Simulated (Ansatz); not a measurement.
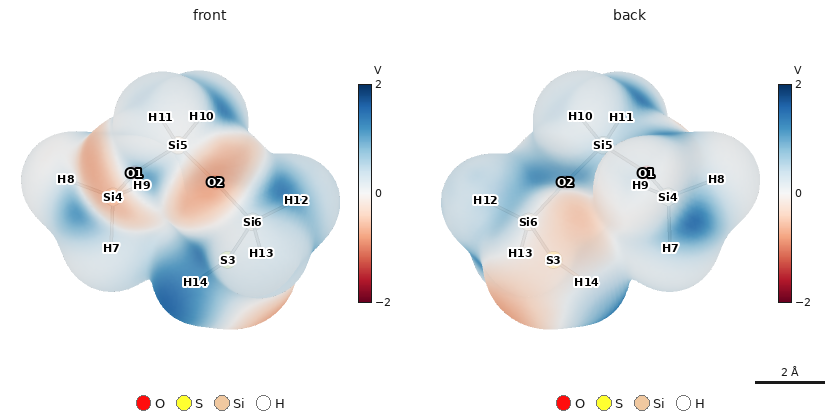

*H8O2SSi3 (SMILES [SiH3]O[SiH2]O[SiH2]S). The molecular electrostatic potential painted on the density surface at 0.002 e/bohr³, seen from the front and from behind; red is negative and blue positive.*

Geometry: r2SCAN-D4/def2-SVP.

These are results of Ansatz, isolated molecule in a Gaussian basis; Kohn-Sham density functional theory, functional PBE0, not measurements.

Input

```
crystal:
  periodic: [false, false, false]
  atoms:
    - {symbol: O, position_ang: [1.476915, 0.598764, -1.765109]}
    - {symbol: O, position_ang: [2.313827, 1.516793, 0.654328]}
    - {symbol: S, position_ang: [-0.784166, 1.200523, 1.244720]}
    - {symbol: Si, position_ang: [0.011306, 0.059167, -2.336394]}
    - {symbol: Si, position_ang: [2.638106, 0.478569, -0.601859]}
    - {symbol: Si, position_ang: [1.206475, 1.726635, 1.869134]}
    - {symbol: H, position_ang: [-1.016183, 1.127032, -2.175438]}
    - {symbol: H, position_ang: [0.161967, -0.247826, -3.787347]}
    - {symbol: H, position_ang: [-0.421075, -1.172067, -1.612901]}
    - {symbol: H, position_ang: [2.681950, -0.919505, -0.084301]}
    - {symbol: H, position_ang: [3.933461, 0.898018, -1.184758]}
    - {symbol: H, position_ang: [1.482053, 0.807014, 3.005796]}
    - {symbol: H, position_ang: [1.268191, 3.151073, 2.283846]}
    - {symbol: H, position_ang: [-0.923083, 2.260545, 0.416148]}
basis:
  gaussian:
    orbitals: def2-SVPD
hamiltonian:
  xc: pbe0
output:
  forces: true
  orbitals: {seedname: orbitals}
```

Launched as:

```sh
ansatz run input.yaml --threads 4 --pin off --max-ram 7830MiB --events-out events.jsonl --progress --plain --runs-dir runs
```

Q: Which sites attract a positive test charge, and which a negative one?

A: A positive charge is drawn to the negative regions and a negative charge to the positive ones. The most negative region (about −0.7 V) lies over O1, O2 and S3, the most positive (about +1.5 V) over Si4 and H14.
